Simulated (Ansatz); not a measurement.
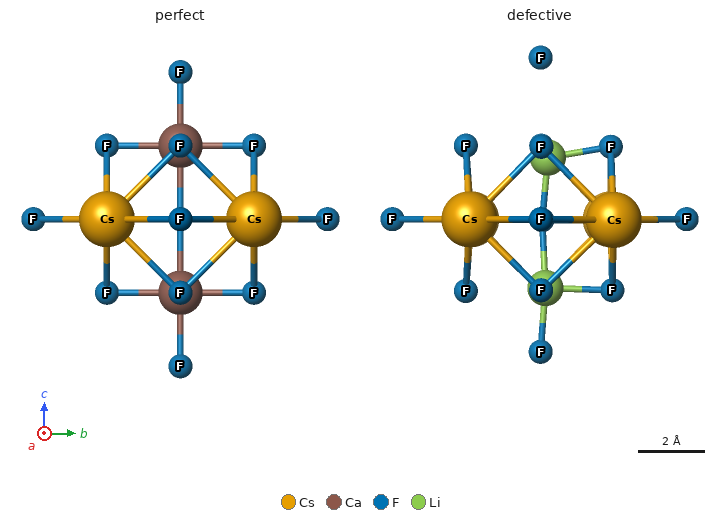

Left: perfect CsCaF3. Right: the same region with a pair of point defects, after relaxing the atoms in a supercell of 40 sites. Style: ball-and-stick. Shown: the atoms within 4.6 Å of one point, along the a axis.

These are results of DFT, PBEsol, PAW, plane waves in Ansatz 0.2.0, not measurements. Settings: plane-wave cutoff 420 eV; k-point mesh 1 × 1 × 1; mesh shifted by (0.25, 0.25, 0.25); no spin polarisation. Fermi-Dirac smearing of 0.01 eV. The axes drawn are those of the host's conventional cell.

Question: What kind of defect was made?

Answer: Two calcium atoms are replaced by lithium, the two sites 4.5 Å apart.

The charge state of the cell is 0.

Question: How does the lattice respond?

Answer: One site: in the host the Ca atom has 6 F at 2.25 Å; the Li atom ends with 4 F at 1.96 to 2.08 Å. The other site: in the host the Ca atom has 6 F at 2.25 Å; the Li atom ends with 3 F at 1.93 to 1.97 Å. Of the host's atoms, a fluorine atom moves furthest from its site, by 0.44 Å. The Li atom itself moves 0.25 Å from where it was put. The Li atom itself moves 0.48 Å from where it was put.
